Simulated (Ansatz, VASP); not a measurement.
## Cross-check of FeNi3 (Awaruite) between VASP and Ansatz

Aim: how closely do two programs agree when they are given the same cell, functional and k mesh?

Calculated with Ansatz 0.2.0; plane waves, with VASP 6.6.1 beside it; single point at PBEsol.

**1. Starting point**

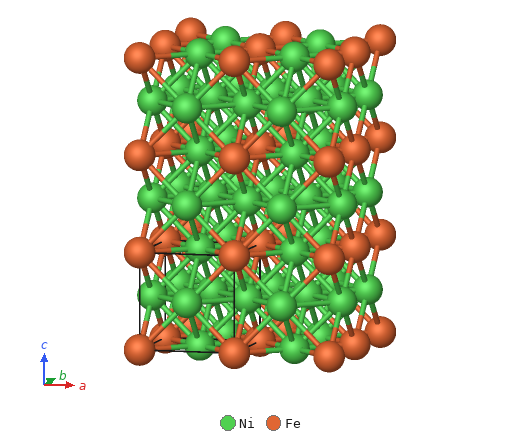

Start, viewed slightly off an axis; nickel green, iron orange. 2×2×3 cells are drawn. Some periodic images of atoms are drawn too.

**2. VASP: single point, PBEsol**

With cell and atoms fixed, the geometry can't cause a difference; cores, projectors, grids and the points listed under the comparison can.

Lines of VASP's logs that name or quote its potential files are left out, and so is its time.

Contents of INCAR:

```
SYSTEM = FeNi3
PREC = Accurate
ENCUT = 350
EDIFF = 1E-06
NELM = 150
ISMEAR = 1
SIGMA = 0.05
LREAL = .FALSE.
ALGO = Normal
GGA = PS
NBANDS = 33
ISPIN = 2
MAGMOM = 1 1 1 -3
LMAXMIX = 4
LORBIT = 11
LWAVE = .FALSE.
LCHARG = .FALSE.
KPAR = 2
AMIX = 0.2
BMIX = 1E-04
AMIX_MAG = 0.8
BMIX_MAG = 1E-04
```

Contents of POSCAR:

```
FeNi3
1.0
    3.4873211505      0.0000000000      0.0000000000
    0.0000000000      3.4873211505      0.0000000000
    0.0000000000      0.0000000000      3.4873211505
Ni Fe
3 1
Direct
    0.5000000000      0.5000000000      0.0000000000
    0.5000000000      0.0000000000      0.5000000000
    0.0000000000      0.5000000000      0.5000000000
    0.0000000000      0.0000000000      0.0000000000
```

Contents of KPOINTS:

```
Automatic mesh
0
Gamma
6 6 6
0 0 0
```

The projector-augmented-wave data sets are Ni and Fe (PBE family, release 64).

On the command line:

```bash
$ mpirun -np 2 vasp_std
```

Numbers of over 12 decimals in the logs are rounded to 6 here.

The log of the run:

```text
[banner, memory and clock lines left out]
running    2 mpi-ranks, on    1 nodes
 distrk:  each k-point on    1 cores,    2 groups
 distr:  one band on    1 cores,    1 groups

 POSCAR found type information on POSCAR NiFe
 POSCAR found :  2 types and       4 ions
|                                                                             |
|               ----> ADVICE to this user running VASP <----                  |
|                                                                             |
|     You enforced a specific xc type in the INCAR file but a different       |
|     [... a line on the potential file left out ...]
|     I HOPE YOU KNOW WHAT YOU ARE DOING!                                     |
|                                                                             |

 LDA part: xc-table for (Slater+PW92), standard interpolation
 POSCAR, INCAR and KPOINTS ok, starting setup
 FFT: planning ... GRIDC
 FFT: planning ... GRID_SOFT
 FFT: planning ... GRID
 WAVECAR not read
 entering main loop
       N       E                     dE             d eps       ncg     rms          rms(c)
DAV:   1     0.197064103737E+03    0.19706E+03   -0.12747E+04  2856   0.123E+03
DAV:   2    -0.188257229609E+02   -0.21589E+03   -0.20165E+03  2658   0.261E+02
DAV:   3    -0.317008311552E+02   -0.12875E+02   -0.12425E+02  2941   0.822E+01
DAV:   4    -0.318848053080E+02   -0.18397E+00   -0.18379E+00  2979   0.105E+01
DAV:   5    -0.318907728682E+02   -0.59676E-02   -0.59671E-02  3617   0.154E+00    0.234E+01
DAV:   6    -0.273428714618E+02    0.45479E+01   -0.74276E+00  2967   0.403E+01    0.127E+01
DAV:   7    -0.276556634601E+02   -0.31279E+00   -0.10582E+00  3367   0.128E+01    0.940E+00
DAV:   8    -0.275766865597E+02    0.78977E-01   -0.45779E-01  3264   0.141E+01    0.836E+00
DAV:   9    -0.277408817675E+02   -0.16420E+00   -0.18328E-01  3330   0.511E+00    0.549E+00
DAV:  10    -0.277035405024E+02    0.37341E-01   -0.25670E-01  3363   0.114E+01    0.332E+00
DAV:  11    -0.276794431340E+02    0.24097E-01   -0.26399E-02  3922   0.254E+00    0.197E+00
DAV:  12    -0.276708291096E+02    0.86140E-02   -0.15748E-02  3882   0.301E+00    0.949E-01
DAV:  13    -0.276726869230E+02   -0.18578E-02   -0.37565E-03  3401   0.111E+00    0.407E-01
DAV:  14    -0.276733876849E+02   -0.70076E-03   -0.81284E-04  3108   0.516E-01    0.952E-02
DAV:  15    -0.276734043719E+02   -0.16687E-04   -0.96395E-05  3179   0.106E-01    0.605E-02
DAV:  16    -0.276734152674E+02   -0.10896E-04   -0.81701E-06  3329   0.416E-02    0.188E-02
DAV:  17    -0.276734161505E+02   -0.88306E-06   -0.35423E-06  2249   0.277E-02
   1 F= -.27673416E+02 E0= -.27673425E+02  d E =0.264340E-04  mag=    -4.8596
```

From OUTCAR (step 2):

```text
ion  position               nearest neighbor table
   1  0.500  0.500  0.000-   2 2.47   3 2.47   4 2.47   2 2.47   3 2.47   2 2.47   4 2.47   2 2.47
                             3 2.47   4 2.47   3 2.47   4 2.47
   2  0.500  0.000  0.500-   1 2.47   3 2.47   4 2.47   1 2.47   4 2.47   1 2.47   3 2.47   1 2.47
                             3 2.47   4 2.47   4 2.47   3 2.47
   3  0.000  0.500  0.500-   1 2.47   2 2.47   4 2.47   1 2.47   4 2.47   2 2.47   4 2.47   4 2.47
                             1 2.47   2 2.47   1 2.47   2 2.47
   4  0.000  0.000  0.000-   1 2.47   2 2.47   3 2.47   2 2.47   3 2.47   1 2.47   3 2.47   3 2.47
                             1 2.47   2 2.47   2 2.47   1 2.47

  LATTYP: Found a simple cubic cell.
 ALAT       =     3.4873211505

 Subroutine GETGRP returns: Found 48 space group operations
 (whereof 48 operations were pure point group operations)

The static configuration has the point symmetry O_h .

 Found     20 irreducible k-points:

   k-points           NKPTS =     20   k-points in BZ     NKDIM =     20   number of bands    NBANDS=     33

   dimension x,y,z NGX =    24 NGY =   24 NGZ =   24
   dimension x,y,z NGXF=    48 NGYF=   48 NGZF=   48

   ENCUT  =  350.0 eV  25.72 Ry    5.07 a.u.   5.32  5.32  5.32*2*pi/ulx,y,z

   NELECT =      38.0000    total number of electrons

 k-points in reciprocal lattice and weights: Automatic mesh
   0.00000000  0.00000000  0.00000000       0.005
   0.16666667  0.00000000  0.00000000       0.028
   0.33333333  0.00000000  0.00000000       0.028
   0.50000000  0.00000000  0.00000000       0.014
   0.16666667  0.16666667  0.00000000       0.056
   0.33333333  0.16666667  0.00000000       0.111
   0.50000000  0.16666667  0.00000000       0.056
   0.33333333  0.33333333  0.00000000       0.056
   0.50000000  0.33333333  0.00000000       0.056
[...]
0.50000000  0.50000000  0.33333333       0.028
   0.50000000  0.50000000  0.50000000       0.005

 average (electrostatic) potential at core
       1 -82.2223       2 -82.2223       3 -82.2223       4 -40.5808

 E-fermi :   9.0063

 spin component 1
 k-point     1 :       0.0000    0.0000    0.0000
  band No.  band energies     occupation
    ...
      8       7.3181      1.00000
      9       7.3181      1.00000
     10       7.3181      1.00000
     11       8.4651      1.00000
     12       8.4651      1.00000
     13       9.0515     -0.01191
     14       9.3250     -0.00000
     15       9.3250     -0.00000
     16       9.3250     -0.00000
     17      10.0797      0.00000
    ...

 k-point     2 :       0.1667    0.0000    0.0000
  band No.  band energies     occupation
    ...
     11       8.3185      1.00000
     12       8.4960      1.00000
     13       8.6378      1.00000
     14       8.6378      1.00000
     15       8.9097      1.00989
     16       9.3253     -0.00000
     17       9.6341     -0.00000
     18       9.8237     -0.00000
     19       9.8237     -0.00000
     20       9.9697     -0.00000
    ...

 k-point     3 :       0.3333    0.0000    0.0000
  band No.  band energies     occupation
    ...
     12       7.8458      1.00000
     13       7.8908      1.00000
     14       8.1479      1.00000
     15       8.4338      1.00000
     16       8.6327      1.00000
     17       9.2505     -0.00000
     18       9.2505     -0.00000
     19       9.3258     -0.00000
     20       9.7571     -0.00000
     21       9.7625     -0.00000
    ...

 k-point     4 :       0.5000    0.0000    0.0000
  band No.  band energies     occupation
    ...
     14       8.0181      1.00000
     15       8.1461      1.00000
     16       8.6521      1.00000
     17       8.9005      1.00539
     18       8.9005      1.00539
     19       9.3262     -0.00000
     20       9.5292     -0.00000
     21       9.6651     -0.00000
     22      10.3771      0.00000
     23      17.2037      0.00000
    ...

 k-point     5 :       0.1667    0.1667    0.0000
  band No.  band energies     occupation
    ...
     12       8.2421      1.00000
     13       8.2790      1.00000
     14       8.3811      1.00000
     15       8.8044      1.00000
     16       8.8377      1.00001
     17       9.1556     -0.00010
     18       9.7841     -0.00000
     19       9.8192     -0.00000
     20       9.8316     -0.00000
     21      10.1591      0.00000
    ...

 k-point     6 :       0.3333    0.1667    0.0000
  band No.  band energies     occupation
    ...
     13       7.8033      1.00000
     14       8.1253      1.00000
     15       8.4487      1.00000
     16       8.5736      1.00000
     17       8.9856      0.81941
     18       9.4144     -0.00000
     19       9.4435     -0.00000
     20       9.6752     -0.00000
     21      10.0914      0.00000
     22      10.1710      0.00000
    ...

  Total       -0.0465363     -0.0465363     -0.0465363      0.0000000      0.0000000      0.0000000
  in kB       -1.7580310     -1.7580310     -1.7580310      0.0000000      0.0000000      0.0000000
  external PRESSURE =      -1.7580310 kB  Pullay stress =       0.0000000 kB

  energy-cutoff  :      350.00
  volume of cell :       42.41
      direct lattice vectors                 reciprocal lattice vectors
     3.487321151  0.000000000  0.000000000     0.286753057  0.000000000  0.000000000
     0.000000000  3.487321151  0.000000000     0.000000000  0.286753057  0.000000000
     0.000000000  0.000000000  3.487321151     0.000000000  0.000000000  0.286753057

 POSITION                                       TOTAL-FORCE (eV/Angst)
 -----------------------------------------------------------------------------------
      1.74366      1.74366      0.00000         0.000000      0.000000      0.000000
      1.74366      0.00000      1.74366         0.000000      0.000000      0.000000
      0.00000      1.74366      1.74366         0.000000      0.000000      0.000000
      0.00000      0.00000      0.00000         0.000000      0.000000      0.000000
 -----------------------------------------------------------------------------------
    total drift:                                0.000000     -0.000000     -0.000000

  FREE ENERGIE OF THE ION-ELECTRON SYSTEM (eV)
  ---------------------------------------------------
  free  energy   TOTEN  =       -27.6734161505 eV

  energy  without entropy=      -27.6734425844  energy(sigma->0) =      -27.67342496

 total charge
# of ion       s       p       d       tot
------------------------------------------
    1        0.530   0.562   8.330   9.421
    2        0.530   0.562   8.330   9.421
    3        0.530   0.562   8.330   9.421
    4        0.497   0.549   6.146   7.192
--------------------------------------------------
tot          2.087   2.233  31.135  35.455

 magnetization (x)
# of ion       s       p       d       tot
------------------------------------------
    1        0.014   0.042  -0.721  -0.665
    2        0.014   0.042  -0.721  -0.665
    3        0.014   0.042  -0.721  -0.665
    4       -0.010  -0.002  -2.843  -2.855
--------------------------------------------------
tot          0.031   0.124  -5.006  -4.851

[... 6 further parts left out ...]
```

The run ends at a pressure of -0.18 GPa.

(Continued in part 2 of 2.)

[Lines on the potential files, build, host, timing and source positions are cut from VASP's logs without a mark.]

[Logs are printed without paths, hosts, clocks, repeated set-up lines and the standing remarks that a program may print on its own settings, such as how far it seeks lower states.]

[Hosts, paths, dates, database ids (printed as entryN), source tags and the programs' standing remarks are cut or masked in the printed files.]
